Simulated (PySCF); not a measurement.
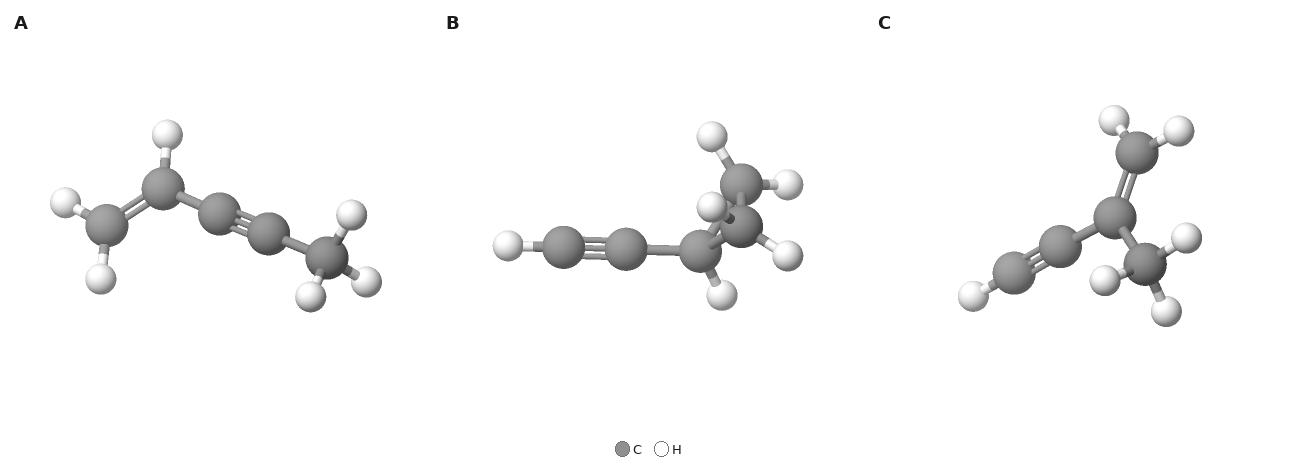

3 stationary structures of one formula. Geometries: PBE0-D3(BJ)/def2-SVP. Electronic energies: PBE0-D3(BJ)/def2-SVP (PySCF 2.14.0), without zero-point energy. No frequency run is at hand to confirm each as a minimum.

Rank them by energy, lowest first.

A is lowest; C lies 4.2 kcal/mol above it, B lies 8.8 kcal/mol above it. A is `C=CC#CC`, B is `C#CC1CC1`, C is `C#CC(=C)C`.
